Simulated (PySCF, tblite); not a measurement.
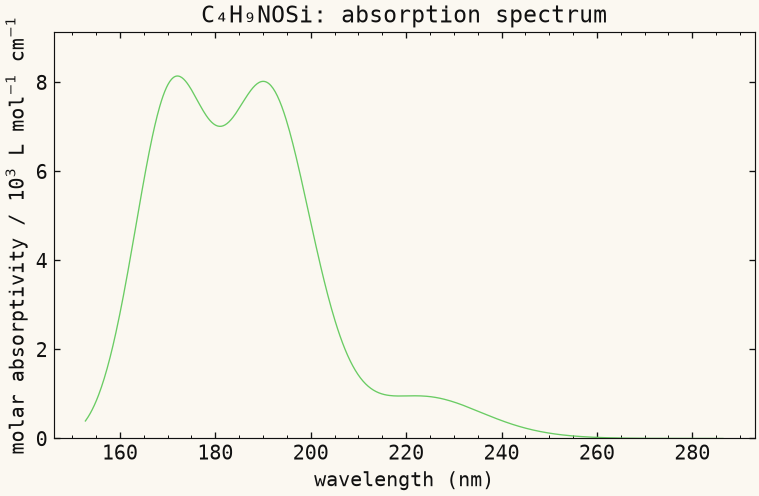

Computed absorption of C₄H₉NOSi, SMILES NC(=O)C/C=C\[SiH3]. Vertical TDDFT excitations, CAM-B3LYP/def2-SVPD, PySCF, at a GFN2-xTB geometry (a minimum by its frequencies), gas phase. Only the first 8 singlet excitations are included; each is broadened by a Gaussian of 1/e half-width 0.40 eV.

**Where is the lowest singlet, and is it bright?**

S1 lies at 5.53 eV (224 nm) with f = 0.023, mixed, the largest part being HOMO → LUMO (40 %); it is weak.

**List the transitions behind the spectrum.**

```tsv
state	E (eV)	λ (nm)	f	main character
S1	5.53	224	0.023	HOMO → LUMO (40 %)
S2	6.46	192	0.179	HOMO → LUMO (48 %)
S3	6.75	184	0.002	HOMO−3 → LUMO (76 %)
S4	6.92	179	0.038	HOMO−1 → LUMO (52 %)
S5	7.02	177	0.003	HOMO → LUMO+1 (57 %)
S6	7.23	171	0.145	HOMO−2 → LUMO (76 %)
S7	7.42	167	0.016	HOMO−1 → LUMO+1 (50 %)
S8	7.62	163	0.038	HOMO−2 → LUMO+1 (30 %)
```

Note: the tight-binding geometry is rougher than a DFT one and adds to the error; one conformer of a flexible molecule; core orbitals are frozen in the response.
